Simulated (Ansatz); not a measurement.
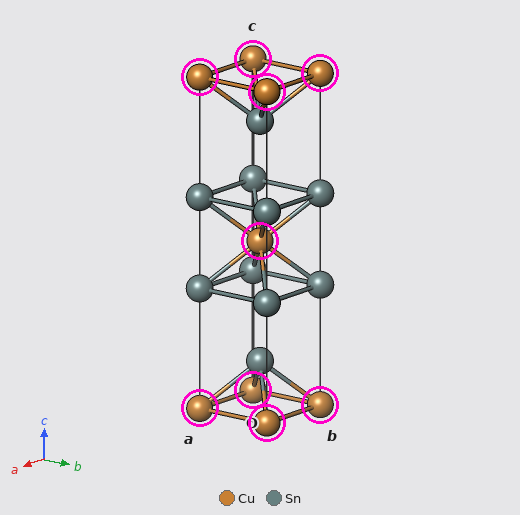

One unit cell; the ringed atoms, with their copies on corners, edges and faces, form one crystallographic orbit. Crystal: CuSn2, the end point of a relaxation with Ansatz 0.2.0, DFT PBE, scalar-relativistic, plane waves, PAW; the starting structure was generated, so it need not be a known form of this composition. Symmetry computed with spglib at a tolerance of 0.002 Å; standard conventional cell.

a = 3.215 Å, b = 3.215 Å, c = 12.897 Å, α = 90.00°, β = 90.00°, γ = 90.00°; space group I4/mmm (No. 139).

> Which Wyckoff position do the ringed atoms fill?

Cu on 2a, site symmetry 4/mmm: 32 operations a cell over 16 that keep the site give 2 atoms, with 0 free parameters.

> List their coordinates.

(0, 0, 0); (1/2, 1/2, 1/2).
